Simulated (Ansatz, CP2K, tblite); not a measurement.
**tblite runs on random packing of 23Li2O-77B2O3 (mol %) (59 atoms)**

Aim: run random packing of 23Li2O-77B2O3 (mol %) (59 atoms) in tblite and see how near its forces come to a plane-wave reference, and at what cost.

Program: tblite 0.8.0. Level of theory: the method is named at each step. Results are calculated unless marked as measured.

## (1) The starting structure

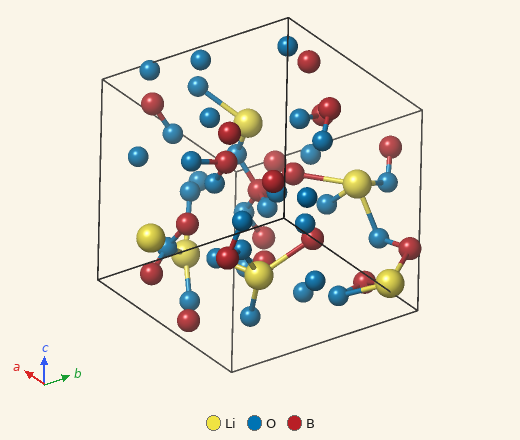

Start, viewed from a free direction; lithium yellow, oxygen blue, boron red. Bonds to atoms that aren't drawn are left out.

The cell holds 59 atoms: 6 Li, 33 O and 20 B. Its edges and angles: a = 8.694 Å, b = 8.694 Å, c = 8.694 Å, α = 90.0°, β = 90.0°, γ = 90.0°. 59 atoms (6 Li, 33 O, 20 B) packed at random in a cube at 1.99 g/cm³ and pushed apart as soft spheres, cations and anions kept from their own kind; a start for melting by ab initio MD, not an equilibrated structure. Then every atom was moved at random, 0.02 Å r.m.s. a Cartesian component.

The yardstick, on the same geometry:

| Item | Value |
| --- | --- |
| method | Kohn-Sham DFT, PBE, PAW, plane waves (Ansatz 0.2.0); cutoff 420 eV, Γ point, fermi-dirac smearing of 0.05 eV; PAW set soft_2 |
| r.m.s. force component | 2.535 eV/Å |
| longest force | 8.447 eV/Å |
| pressure | -22.83 GPa |
| SCF cycles | 15 |
| time | 5.2 s on 4 threads of Arm Neoverse V2, shared host |
| CPU time | 19 s |

## (2) GFN1-xTB

Method: GFN1-xTB tight binding, diagonalisation.

File run.py:

```python
import numpy as np
from ase.io import read
from tblite.ase import TBLite

atoms = read("structure.xyz")
atoms.calc = TBLite(method="GFN1-xTB", electronic_temperature=580, accuracy=1.0, max_iterations=250, mixer_damping=0.4, verbosity=1)
energy = atoms.get_potential_energy()
forces = atoms.get_forces()
print(f"energy {energy:.6f} eV")
print("forces (eV/A)")
for i, (a, f) in enumerate(zip(atoms, forces)):
    print(f"{i:4d} {a.symbol:2s} {f[0]:10.5f} {f[1]:10.5f} {f[2]:10.5f}")
stress = -atoms.get_stress(voigt=False) * 160.21766
print("stress (GPa, compression positive)")
for row in stress:
    print(" ".join(f"{x:10.4f}" for x in row))
print("charges (e)")
print(np.array2string(atoms.get_charges(), precision=4, suppress_small=True, max_line_width=110, threshold=100000))
```

File structure.xyz:

```xyz
59
Lattice="8.69350 0.00000 0.00000 0.00000 8.69350 0.00000 0.00000 0.00000 8.69350" Properties=species:S:1:pos:R:3 pbc="T T T"
Li 3.35978 0.17848 3.52591
Li 4.00562 4.13019 1.08451
Li 1.61969 8.54762 0.47962
Li 7.86397 1.84302 1.62447
Li 2.12652 7.27742 4.94530
Li 4.73909 3.99484 7.38669
O 4.66293 2.60518 1.99498
O 5.88107 8.35854 4.74639
O 1.12616 1.41078 3.59754
O 2.44235 2.61631 0.49110
O 2.51781 0.11658 7.09555
O 3.18895 0.29914 1.52936
O 6.41632 2.83712 8.55936
O 5.32042 5.85725 3.54590
O 3.97980 6.76406 0.05320
O 5.32094 7.21508 1.77217
O 8.04149 3.79610 4.26842
O 7.06434 8.56597 1.68576
O 1.75687 6.24072 0.58559
O 0.37973 7.41373 5.78100
O 5.30686 6.83648 6.43806
O 8.50555 2.08853 8.52641
O 8.23883 4.27798 8.42235
O 1.56796 1.57005 5.73423
O 4.08534 0.86022 5.69007
O 1.28342 4.23391 1.57717
O 5.80848 4.60973 1.21857
O 0.46545 7.13467 3.40542
O 1.65524 4.70883 7.23603
O 3.49713 2.57562 7.04608
O 7.95725 8.14598 7.95786
O 5.69276 3.18695 4.58400
O 7.62585 5.95235 1.20927
O 7.50180 0.89334 5.61113
O 7.27281 4.05482 6.43136
O 5.62669 1.12477 7.40225
O 1.52275 5.42353 4.91357
O 2.95118 3.67648 4.65033
O 5.11960 0.58481 2.88694
B 0.39938 7.53240 7.26012
B 2.31943 2.81104 5.95852
B 3.19251 6.02251 2.47174
B 3.99823 0.86257 0.13232
B 6.94567 4.79464 0.27011
B 7.22195 7.07694 2.76653
B 0.34070 8.50850 2.59118
B 3.38247 5.18150 5.45282
B 3.88860 6.87960 7.25655
B 6.94489 1.10781 8.09391
B 5.66112 8.49703 6.20516
B 5.73728 1.98299 3.17026
B 5.66573 0.29914 1.57022
B 0.53700 6.56368 1.64020
B 1.05835 2.60301 7.82850
B 8.56075 5.94783 4.58565
B 2.35750 3.16000 2.72915
B 6.01686 7.73539 8.30942
B 0.13927 1.47268 5.31851
B 6.65270 4.40760 4.68328
```

Started as:

```bash
$ OMP_NUM_THREADS=1 python run.py > output.txt
```

Output:

```text
------------------------------------------------------------
  cycle        total energy    energy error   density error
------------------------------------------------------------
      1     -160.3232889491  -1.6031622E+02   1.1410943E+00
      2     -119.1591343325   4.1164155E+01   1.6131932E+00
      3     -145.7818691947  -2.6622735E+01   9.0991500E-01
      4     -170.2379856514  -2.4456116E+01   6.7122584E-01
      5     -177.1668641507  -6.9288785E+00   4.7313216E-01
      6     -174.6721147951   2.4947494E+00   5.5292723E-01
      7     -180.0603457745  -5.3882310E+00   3.4088369E-01
      8     -179.6253359443   4.3500983E-01   3.4016821E-01
      9     -181.2272304552  -1.6018945E+00   2.2604456E-01
     10     -178.2876179037   2.9396126E+00   3.7009255E-01
     11     -181.2808345152  -2.9932166E+00   2.3007530E-01
     12     -182.2027527646  -9.2191825E-01   1.6868797E-01
     13     -182.6145440698  -4.1179131E-01   1.1421000E-01
     14     -182.3493153483   2.6522872E-01   1.5087622E-01
     15     -182.5865925609  -2.3727721E-01   1.1177783E-01
     16     -182.7859926885  -1.9940013E-01   7.8880907E-02
     17     -182.9283822042  -1.4238952E-01   4.3858290E-02
     18     -182.9171813057   1.1200898E-02   4.4777211E-02
     19     -182.7807347529   1.3644655E-01   7.3653964E-02
     20     -182.9558341293  -1.7509938E-01   2.5014839E-02
     21     -182.9704684502  -1.4634321E-02   1.4791440E-02
     22     -182.9753652020  -4.8967519E-03   8.9763163E-03
     23     -182.9771950632  -1.8298612E-03   5.0576608E-03
     24     -182.9775949374  -3.9987412E-04   3.8296527E-03
     25     -182.9778285846  -2.3364725E-04   2.4369898E-03
     26     -182.9778538653  -2.5280651E-05   2.1649877E-03
     27     -182.9779807073  -1.2684206E-04   7.9908818E-04
     28     -182.9779868508  -6.1434318E-06   5.7455306E-04
     29     -182.9779832795   3.5712447E-06   5.8802633E-04
     30     -182.9779900610  -6.7815078E-06   3.6052672E-04
     31     -182.9779937608  -3.6998174E-06   1.5163227E-04
     32     -182.9779944926  -7.3171043E-07   6.9566411E-05
     33     -182.9779945916  -9.9082513E-08   3.8892039E-05
     34     -182.9779946238  -3.2192787E-08   1.9231458E-05
------------------------------------------------------------
 total:                                   2.031 sec
energy -4979.084846 eV
forces (eV/A)
   0 Li    0.46529    0.53520   -0.04556
   1 Li   -0.06728    0.01721    0.15856
   2 Li    0.45203    0.07920   -0.31604
   3 Li    0.23854    0.48362    0.15132
   4 Li   -0.03541   -0.17322    0.47018
   5 Li    0.58093   -0.53785   -0.27706
   6 O     2.45824   -0.17853    3.30008
   7 O    -0.95537    0.39989    5.02612
   8 O    -2.36990   -1.87191   -2.03773
   9 O    -2.00627    0.08952   -2.35118
  10 O     2.21497   -2.47591    1.68480
  11 O     2.08265    1.45384   -5.74188
  12 O    -0.50860   -2.20810    0.47827
  13 O     0.92607   -0.18837    0.47833
  14 O    -0.02830    0.54468   -8.34101
  15 O     0.35619    0.99210   -0.35169
  16 O    -3.32926    4.49650    1.02376
  17 O     1.94910    0.97263    1.33657
  18 O    -5.35440    2.67175    5.60742
  19 O    -0.38125   -1.02393    6.04189
  20 O    -3.27451    3.50313    4.39023
  21 O     4.85230   -2.29756   -3.71059
  22 O    -5.21636    2.87867   -0.59197
  23 O    -3.19555    4.04969    1.31349
[...]
51 B    -0.31070   -5.60952    4.68622
  52 B     1.04998   -3.08410   -4.53074
  53 B    -1.28974    1.09631    5.33525
  54 B     6.34234   -0.25324    1.41382
  55 B    -2.53624    1.31616   -1.31470
  56 B     0.10493   -1.10744    0.32098
  57 B    -2.86887   -3.01964    0.01579
  58 B     1.53893   -6.80554    0.33739
stress (GPa, compression positive)
  -31.2665    -0.2551     0.8606
   -0.2551   -21.3226    -1.0910
    0.8606    -1.0910   -29.2710
charges (e)
[ 0.2688  0.2026  0.1222  0.2088  0.1859  0.2198 -0.4613 -0.4097 -0.4875 -0.3813 -0.4452 -0.4909 -0.4005
 -0.4565 -0.4464 -0.4168 -0.434  -0.5076 -0.4085 -0.4268 -0.4752 -0.3981 -0.2958 -0.3209 -0.3162 -0.3882
 -0.3674 -0.393  -0.4162 -0.3848 -0.4791 -0.4025 -0.4272 -0.5059 -0.3826 -0.3483 -0.5041 -0.4032 -0.3154
  0.6882  0.6935  0.5744  0.6197  0.7071  0.59    0.4985  0.5162  0.591   0.7008  0.6815  0.6763  0.6188
  0.6033  0.6963  0.6202  0.6585  0.4551  0.663   0.6365]
```

Elapsed: 2.6 s, on 1 thread of Arm Neoverse V2, shared host; peak memory 0.1 GiB.

Banners, paths, timers and routine set-up lines are dropped from the logs unmarked, and long logs keep their key lines alone; longer cuts are marked.

Numbers from this run, and their distance from the reference:

```
r.m.s. force component                  : 2.895 eV/Å
r.m.s. difference of force components   : 588.6 meV/Å
longest difference of force vectors     : 2149 meV/Å
force difference over r.m.s. force      : 23.21 %
slope of forces against the reference's : 1.125
correlation of force components         : 0.9852
pressure                                : -27.29 GPa
pressure difference                     : -4.46 GPa
```

Length of the force difference by element (eV/Å):

| element | atoms | mean | most |
| --- | --- | --- | --- |
| B | 20 | 1.1 | 2.1 |
| Li | 6 | 0.46 | 0.74 |
| O | 33 | 0.88 | 1.8 |

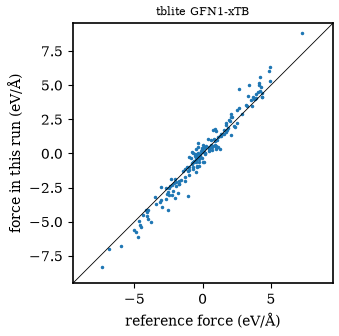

Force components against those of the reference; the line marks equality.

The surroundings of B57, whose charge lies farthest from its element's mean, nearest first, numbered as they follow in the input and with coordinates relative to it.

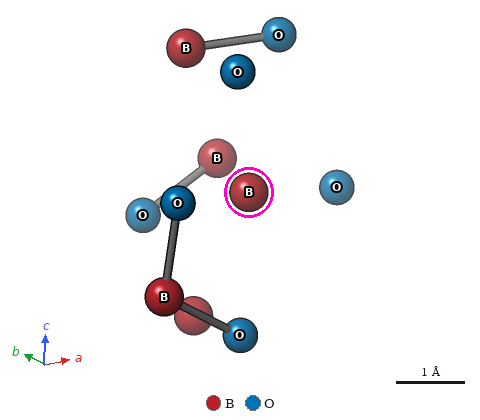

The atoms of the table, within 2.5 Å (arrows a, b, c point along x, y, z); some may hide others; the central atom is ringed.

```
atom      x      y      z  distance (Å)  Mulliken charge (e)     Fx     Fy  Fz (eV/Å)
 B57   0.00   0.00   0.00          0.00                 0.46   0.10  -1.11       0.32
 O31   1.94   0.41  -0.35          2.01                -0.48   1.77  -1.18      -0.92
 O21  -0.71  -0.90  -1.87          2.19                -0.48  -3.27   3.50       4.39
 B50  -0.36   0.76  -2.10          2.27                 0.68  -2.51   0.02      -6.12
 B49   0.93   2.07  -0.22          2.28                 0.70  -0.99   5.19      -1.55
 O15  -2.04  -0.97   0.44          2.30                -0.45  -0.03   0.54      -8.34
 O36  -0.39   2.08  -0.91          2.31                -0.35   4.19  -4.78       0.80
 O16  -0.70  -0.52   2.16          2.32                -0.42   0.36   0.99      -0.35
 B52  -0.35   1.26   1.95          2.35                 0.62  -0.31  -5.61       4.69
 O18   1.05   0.83   2.07          2.46                -0.51   1.95   0.97       1.34
 B48  -2.13  -0.86  -1.05          2.52                 0.59   3.19  -0.12       4.99
```

Atoms are counted from 1 here, from 0 in the log.

Forces lie 23 % from the reference's, at 0.14 times its CPU time (on 1 against 4 cores).

## (3) Outcome

```
force difference from the reference : tblite GFN1-xTB, 23 %
its CPU time                        : 2.6 s
```

In words: Tight binding differs by 23 % (tblite GFN1-xTB); it is another model, with fitted parameters of its own, and the xTB methods hold dispersion. One electronic-structure run takes under half the reference's CPU time: tblite GFN1-xTB, at 23 % in 2.6 s against 19 s; its pressure misses by -4.5 GPa. Periodic xTB results under one method name differ between programs and library versions. The reference's stress is far from hydrostatic: its diagonal is -26.7, -18.5, -23.3 GPa, compression counted positive. The reference's pressure of -23 GPa belongs to a cell and atoms that aren't relaxed at this level. The electronic-structure runs sample only Γ, in a cell whose shortest periodic width is 9 Å, which is coarse for a cell with partly filled levels.

[Also dropped from logs without a mark: logging warnings of Python, and SIESTA's first energy breakdown and zero terms.]

[Logs are printed without paths, hosts, clocks, repeated set-up lines and the standing remarks that a program may print on its own settings, such as how far it seeks lower states.]

[Hosts, paths, dates, database ids (printed as entryN), source tags and the programs' standing remarks are cut or masked in the printed files.]
